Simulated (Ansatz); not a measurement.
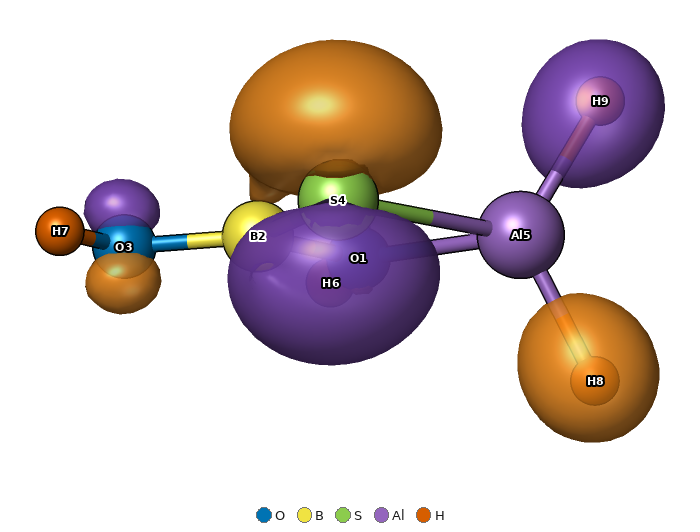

Figure. AlBH$_{4}$O$_{2}$S. The HOMO at ±0.15 Å⁻³ᐟ² (orange and purple are the two phases), seen from one side.

Geometry: PBE0-D4/def2-TZVP.

The calculation used RKS PBE0-D4/def2-TZVPP in Ansatz.

Input file:

```
crystal:
  periodic: [false, false, false]
  atoms:
    - {symbol: O, position_ang: [-0.133290, 0.038646, 0.863698]}
    - {symbol: B, position_ang: [0.106925, 0.900498, -0.243394]}
    - {symbol: O, position_ang: [0.194030, 2.217507, 0.041654]}
    - {symbol: S, position_ang: [0.236376, -0.026150, -1.758756]}
    - {symbol: Al, position_ang: [-0.103956, -1.633500, -0.162799]}
    - {symbol: H, position_ang: [-0.190758, 0.394296, 1.754899]}
    - {symbol: H, position_ang: [0.360707, 2.763069, -0.730333]}
    - {symbol: H, position_ang: [1.175631, -2.441463, 0.306011]}
    - {symbol: H, position_ang: [-1.557164, -2.259103, -0.088080]}
basis:
  gaussian: {orbitals: def2-TZVPP}
hamiltonian: {xc: pbe0, dispersion: d4}
output: {orbitals: {seedname: orbitals}}
```

Run with:

```sh
ansatz run in.yaml --threads 4 --pin off --events-out ev --progress --plain --max-ram 10444MiB
```

**Describe this orbital and give its energy.**

By Hirshfeld shares it lies mainly on S4 (about 60 %), Al5 (about 10 %), H9 (about 10 %), H8 (about 10 %) and B2 (about 10 %). Its energy is −7.31 eV.
